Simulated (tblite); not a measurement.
## C4H9ClOSi2: geometry relaxation (part 3 of 3)

C4H9ClOSi2; GFN2-xTB geometry optimisation, gas phase (tblite 0.8.0). It belongs to a series of runs on one base structure; here: CH2 replaced by C=O.

Geometry of the input (Å):
```
O  0.9038  1.9424  -1.6808
C  0.5388  1.9998  -0.5194
C  0.8264  0.8674  0.3981
Si 1.7117  -0.5394  -0.4368
C  0.5336  -1.7000  0.4304
Si -0.6190  -0.2649  0.7455
C  -2.0833  -0.1314  -0.3628
Cl -3.5658  0.1008  0.6264
H  0.0313  2.8676  -0.1268
H  1.2932  1.1556  1.3525
H  3.0916  -0.7331  0.0880
H  1.6192  -0.5055  -1.8879
H  0.0944  -2.4852  -0.2046
H  0.9182  -2.0642  1.4002
H  -1.0139  -0.1383  2.1608
H  -2.0606  0.7107  -1.0393
H  -2.2267  -1.0701  -0.9536
```

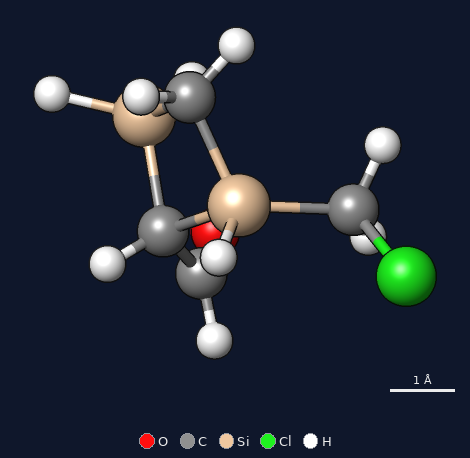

Fig. 1: The input geometry (ball-and-stick view, seen at a tilt).

The first line tells a small driver script what to run in tblite; the rest is the geometry in Å.

Run as:
```bash
OMP_NUM_THREADS=1 python <driver script> task.json out
```

Key numbers

```tsv
quantity	value
outcome	converged
total energy	−684.8564 eV
hardware	1 CPU thread, shared host
wall time	2.6 s
peak memory	0.18 GiB
```
